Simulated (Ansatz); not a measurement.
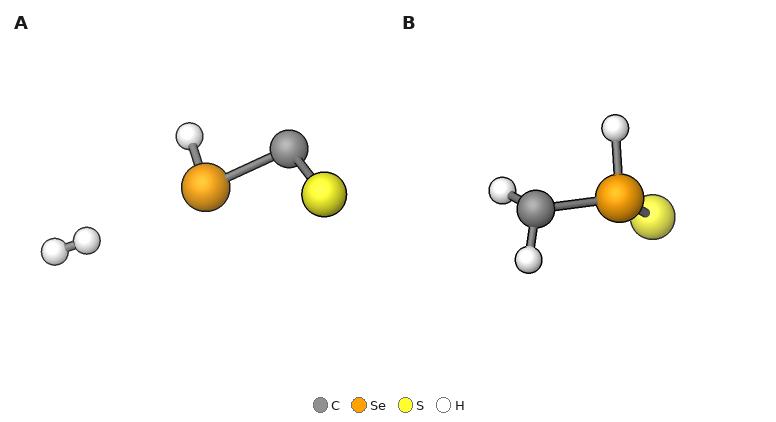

2 stationary structures of one formula. State: charge −1, singlet. Geometries: PBE-D4/def2-SVPD. Electronic energies: PBE-D4/def2-SVPD (Ansatz 0.2.0), without zero-point energy. No frequency run is at hand to confirm each as a minimum.

Question: Which structure is the most stable?

Answer: B is lowest (C1); A lies 73.9 kJ/mol above it (Cs).
